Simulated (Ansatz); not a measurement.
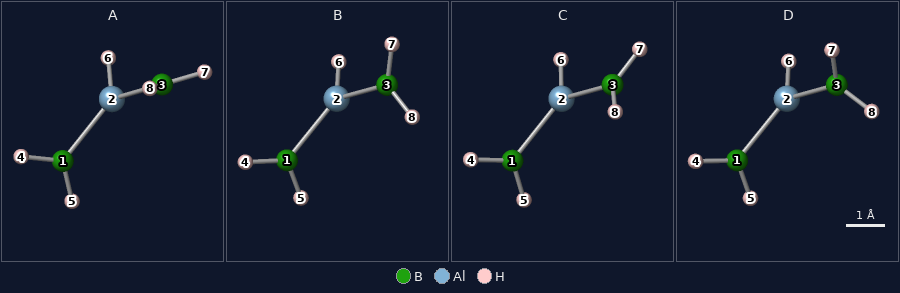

4 geometries from a converged minimum-energy path of AlB2H5, shuffled. The picture is a ball-and-stick view, seen from a free direction.

These are results of Ansatz, RKS B3LYP-D4/6-31G, not measurements. Run with 7 movable images; climbing image; force threshold 0.05 eV/Å; iteration limit 60; starting path through a guess of the saddle point.

### Which of them lies highest in energy?

C. In order along the path, whose images run from 0 to 8: A (image 2, +2.32 kcal/mol), C (image 4, +5.03 kcal/mol), B (image 6, +2.28 kcal/mol), D (image 7, +0.62 kcal/mol). The motion is a rotation about the Al2–B3 bond by about 180°. No bond forms or breaks between the ends.
